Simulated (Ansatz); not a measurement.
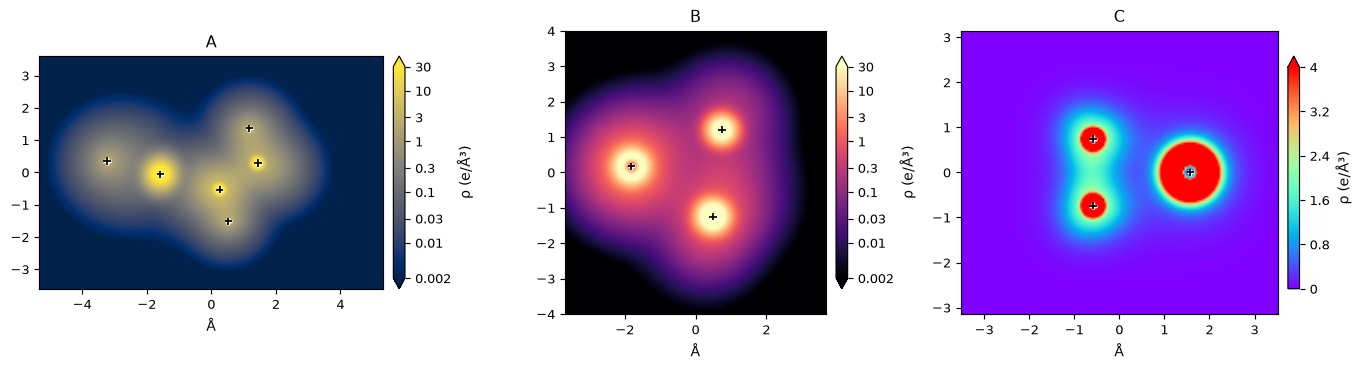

The total electron density of 3 systems, each on a plane through atoms (crosses mark nuclei in the plane).

These are results of isolated molecule in a Gaussian basis; Kohn-Sham density functional theory, functional PBE0 (Ansatz), not measurements.

System 1: CH₅MgN, the plane of atoms Mg2, N3 and H7. Geometry: PBE0-D3(BJ)/def2-SVP.

```yaml
atoms:
  - { symbol: C, position_ang: [-0.4029, 0.6857, -0.8137] }
  - { symbol: Mg, position_ang: [0.4378, 1.7524, 1.9105] }
  - { symbol: N, position_ang: [0.6068, 1.0432, 0.1527] }
  - { symbol: H, position_ang: [-0.3397, 1.2624, -1.7595] }
  - { symbol: H, position_ang: [-0.3870, -0.3861, -1.1002] }
  - { symbol: H, position_ang: [-1.4156, 0.8744, -0.4145] }
  - { symbol: H, position_ang: [1.5297, 0.8610, -0.2353] }
  - { symbol: H, position_ang: [0.3088, 2.3854, 3.4813] }
```

System 2: AlGeH₄I, the plane of atoms Al1, Ge2 and I3. Geometry: PBE0-D3(BJ)/def2-SVP; core potentials replace the inner electrons of I.

```yaml
atoms:
  - { symbol: Al, position_ang: [-1.8578, 0.9373, -1.2981] }
  - { symbol: Ge, position_ang: [-1.7713, 1.1784, 1.1547] }
  - { symbol: I, position_ang: [-1.0627, -1.2547, 0.1894] }
  - { symbol: H, position_ang: [-0.5941, 1.4861, -2.0783] }
  - { symbol: H, position_ang: [-3.2902, 0.6296, -1.8987] }
  - { symbol: H, position_ang: [-2.8791, 0.7778, 2.1543] }
  - { symbol: H, position_ang: [-0.5242, 1.5256, 1.9980] }
```

System 3: C₂H₅Sn (charge −1), the plane of atoms C1, Sn3 and C2. Geometry: PBE0-D3(BJ)/def2-SVPD; core potentials replace the inner electrons of Sn; the highest occupied orbital lies above zero, a sign that basis and functional describe the outermost electron poorly.

```xyz
8

C     0.1966    0.2511    1.3308
C     0.4574    0.7622   -0.0388
Sn    0.9381   -1.4707    0.0244
H     0.8716    0.5669    2.1329
H    -0.8470    0.1822    1.6584
H    -0.4073    1.0439   -0.6504
H     1.3125    1.4309   -0.1821
H     2.6590   -1.1288    0.4796
```

> Match each panel to its system.

Panel A is system 1, CH₅MgN: the plane holds C, Mg, N and H. C–N (1.44 Å): the density is about 1.9 e/Å³ at the midpoint. Panel B is system 2, AlGeH₄I: the plane holds Al, Ge and I. Al–Ge (2.47 Å): ρ at the midpoint is about 0.45 e/Å³. Panel C is system 3, C₂H₅Sn: the plane holds C and Sn. C–C (1.49 Å): ρ at the midpoint is about 1.7 e/Å³.
